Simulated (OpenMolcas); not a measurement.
**One shape, several levels: doublet C2F4O+**

We compute a comparison of 5 runs (UHF/cc-pVDZ, UBLYP/cc-pVDZ, UM06-L/cc-pVDZ, USVWN5/cc-pVDZ, UTPSS/cc-pVDZ) of doublet C2F4O+. 

The calculation is run with OpenMolcas 26.06.

## 1. The molecule

C2F4O+: 7 atoms, total charge +1, spin state doublet. SMILES of the parent species: `O=C(F)C(F)(F)F`. The shape is that of a PBE0-D4/def2-TZVP optimisation. That shape belongs to the parent species and isn't relaxed for this state.

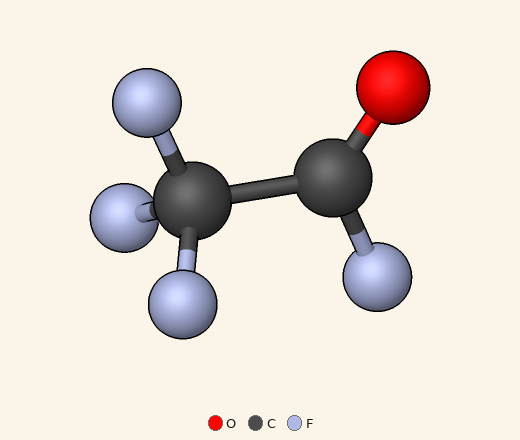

The structure, seen from a chosen angle (oxygen red, carbon dark grey, fluorine light blue).

## 2. The energy at UHF/cc-pVDZ (run 1)

File job.input:

```
&GATEWAY
  BasLib=$CurrDir
  Coord
  7
  bohr
  O      2.00533957    -2.63837892     1.32496258
  C      0.16814783    -1.50820932     0.82231432
  F     -2.14831625    -2.26957997     1.39813277
  C      0.03429853     1.04284536    -0.57908767
  F     -1.31880207     0.79041575    -2.68103004
  F     -1.06642914     2.76198591     0.88596030
  F      2.32578043     1.82092120    -1.17127115
  Basis=cc-pVDZ
  Group=NoSym

&SEWARD

&SCF
  UHF
  Charge=1
  Spin=2
  Thresholds=1e-10 1e-07 1e-07 1e-05
  PrOrbitals=1
```

The basis set cc-pVDZ is read from a file made from the Basis Set Exchange's data (not shown).

The run is started by

```
$ export MOLCAS_MEM=1860
$ pymolcas job.input > job.log
```

Log:

```text
--- Start Module: gateway ---
[...]
--- Stop Module: gateway /rc=_RC_ALL_IS_WELL_ ---
--- Start Module: seward ---
[...]
      Basis functions           98
--- Stop Module: seward /rc=_RC_ALL_IS_WELL_ ---
[...]
--- Start Module: scf ---
[...]
       Convergence after  26 Iterations
[...]
::    Total SCF energy                               -547.9517033022
[...]
      Total spin, S                                     0.5110908497
[...]
      Total electronic charge=   55.000000
      Total            charge=    1.000000
[...]
      Dipole Moment (debye):
      Origin of the operator (angstrom)=   -0.0339    0.0510   -0.0259
                   X=  1.4680E+00               Y= -4.0125E+00               Z=  2.1189E+00           Total=  4.7692E+00
      Center of Charge (angstrom)
[...]
--- Stop Module: scf /rc=_RC_ALL_IS_WELL_ ---
[...]
```

Run time: 13 s. Hardware: 1 thread of Arm Neoverse V1, shared host; peak memory 0.55 GiB.

## 3. A single-point energy at UBLYP/cc-pVDZ (run 2)

File run.inp:

```
>>> EXPORT MOLCAS_PRINT=2
&GATEWAY
BasLib
$CurrDir
Coord
7
angstrom
O        1.061180      -1.396170       0.701140
C        0.088980      -0.798110       0.435150
F       -1.136840      -1.201010       0.739860
C        0.018150       0.551850      -0.306440
F       -0.697880       0.418270      -1.418740
F       -0.564330       1.461580       0.468830
F        1.230750       0.963590      -0.619810
Basis
cc-pVDZ
Group
NoSym
&SEWARD
GridInput
Grid=UltraFine
End of Grid
&SCF
UHF
Charge
1
Spin
2
KSDFT
BLYP
Thresholds
1e-10 1e-07 1e-07 1e-05
PrOrbitals
1 1
```

The basis set cc-pVDZ is read from a file made from the Basis Set Exchange's data (not shown).

The run is started by

```
$ export MOLCAS_MEM=1860
$ pymolcas run.inp > run.log
```

Log:

```text
--- Start Module: gateway ---
[...]
--- Stop Module: gateway /rc=_RC_ALL_IS_WELL_ ---
--- Start Module: seward ---
[...]
      Basis functions           98
--- Stop Module: seward /rc=_RC_ALL_IS_WELL_ ---
[...]
--- Start Module: scf ---
[...]
       Convergence after  31 Iterations
[...]
::    Total KS-DFT energy                            -550.3346777560
[...]
      Total spin, S                                     0.5012824820
[...]
      Total electronic charge=   55.000000
      Total            charge=    1.000000
[...]
      Dipole Moment (debye):
      Origin of the operator (angstrom)=   -0.0339    0.0510   -0.0259
                   X=  3.1489E-01               Y= -1.7887E+00               Z=  9.6752E-01           Total=  2.0578E+00
      Center of Charge (angstrom)
[...]
--- Stop Module: scf /rc=_RC_ALL_IS_WELL_ ---
[...]
```

It took 97 s on 1 thread of Arm Neoverse V1, shared host; peak memory 0.55 GiB.

Run 3 isn't shown in full; the table further down has it.

## 4. The energy at USVWN5/cc-pVDZ (run 4)

File mol.inp:

```
&GATEWAY
  BasLib=$CurrDir
  Coord
  7
  angstrom
  O        1.061180      -1.396170       0.701140
  C        0.088980      -0.798110       0.435150
  F       -1.136840      -1.201010       0.739860
  C        0.018150       0.551850      -0.306440
  F       -0.697880       0.418270      -1.418740
  F       -0.564330       1.461580       0.468830
  F        1.230750       0.963590      -0.619810
  Basis=cc-pVDZ
  Group=NoSym

&SEWARD
  GridInput
  Grid=UltraFine
  End of Grid

&SCF
  UHF
  Charge=1
  Spin=2
  KSDFT=SVWN5
  Thresholds=1e-10 1e-07 1e-07 1e-05
  PrOrbitals=1 1
```

The basis set cc-pVDZ is read from a file made from the Basis Set Exchange's data (not shown).

The run is started by

```
$ export MOLCAS_MEM=1860
$ pymolcas mol.inp > mol.log
```

Log:

```text
--- Start Module: gateway ---
[...]
--- Stop Module: gateway /rc=_RC_ALL_IS_WELL_ ---
--- Start Module: seward ---
[...]
      Basis functions           98
--- Stop Module: seward /rc=_RC_ALL_IS_WELL_ ---
[...]
--- Start Module: scf ---
[...]
       Convergence after  32 Iterations
[...]
::    Total KS-DFT energy                            -546.6662589384
[...]
      Total spin, S                                     0.5009665856
[...]
      Total electronic charge=   55.000000
      Total            charge=    1.000000
[...]
      Dipole Moment (debye):
      Origin of the operator (angstrom)=   -0.0339    0.0510   -0.0259
                   X=  2.7783E-01               Y= -1.6636E+00               Z=  9.0088E-01           Total=  1.9122E+00
      Center of Charge (angstrom)
[...]
--- Stop Module: scf /rc=_RC_ALL_IS_WELL_ ---
[...]
```

Wall time 61 s (1 thread of Arm Neoverse V1, shared host); peak memory 0.55 GiB.

## 5. The energy at UTPSS/cc-pVDZ (run 5)

File test.input:

```
&GATEWAY
  BasLib = $CurrDir
  Coord
  7
  angstrom
  O        1.061180      -1.396170       0.701140
  C        0.088980      -0.798110       0.435150
  F       -1.136840      -1.201010       0.739860
  C        0.018150       0.551850      -0.306440
  F       -0.697880       0.418270      -1.418740
  F       -0.564330       1.461580       0.468830
  F        1.230750       0.963590      -0.619810
  Basis = cc-pVDZ
  Group = NoSym

&SEWARD
  GridInput
  Grid=UltraFine
  End of Grid

&SCF
  UHF
  Charge = 1
  Spin = 2
  KSDFT = 2
  1.0 MGGA_X_TPSS
  1.0 MGGA_C_TPSS
  Thresholds = 1e-10 1e-07 1e-07 1e-05
  PrOrbitals = 1 2
```

The basis set cc-pVDZ is read from a file made from the Basis Set Exchange's data (not shown).

The run is started by

```
$ export MOLCAS_MEM=1860
$ pymolcas test.input > test.log
```

Log:

```text
--- Start Module: gateway ---
[...]
--- Stop Module: gateway /rc=_RC_ALL_IS_WELL_ ---
--- Start Module: seward ---
[...]
      Basis functions           98
--- Stop Module: seward /rc=_RC_ALL_IS_WELL_ ---
[...]
--- Start Module: scf ---
[...]
       Convergence after  32 Iterations
[...]
::    Total KS-DFT energy                            -550.4462890164
[...]
      Total spin, S                                     0.5017829855
[...]
      Total electronic charge=   55.000000
      Total            charge=    1.000000
[...]
      Dipole Moment (debye):
      Origin of the operator (angstrom)=   -0.0339    0.0510   -0.0259
                   X=  3.7427E-01               Y= -1.9297E+00               Z=  1.0415E+00           Total=  2.2245E+00
      Center of Charge (angstrom)
[...]
--- Stop Module: scf /rc=_RC_ALL_IS_WELL_ ---
[...]
```

It took 2.7 min on 1 thread of Arm Neoverse V1, shared host; peak memory 0.53 GiB.

## 6. Overview of the runs

```tsv
run	level	integration grid	energy (Eh)	HOMO energy (eV)	LUMO energy (eV)	⟨S²⟩	wall time
1	UHF/cc-pVDZ	–	-547.951703	-23.70	-9.30	0.772	13 s
2	UBLYP/cc-pVDZ	UltraFine	-550.334678	-16.40	-15.70	0.753	97 s
3	UM06-L/cc-pVDZ	UltraFine	-550.326409	-17.15	-16.03	0.755	2.7 min
4	USVWN5/cc-pVDZ	UltraFine	-546.666259	-16.81	-16.19	0.752	61 s
5	UTPSS/cc-pVDZ	UltraFine	-550.446289	-16.67	-15.76	0.754	2.7 min
```

## 7. Summary of results

```
                                 quantity          value
                      run 5: total energy  -550.44629 Eh
run 5: HOMO energy (highest over α and β)      -16.67 eV
 run 5: LUMO energy (lowest over α and β)      -15.76 eV
                              run 5: ⟨S²⟩          0.754
```

What this shows: Totals of different functionals can't be ranked against each other. All runs together took 8.3 min, the longest 2.7 min.
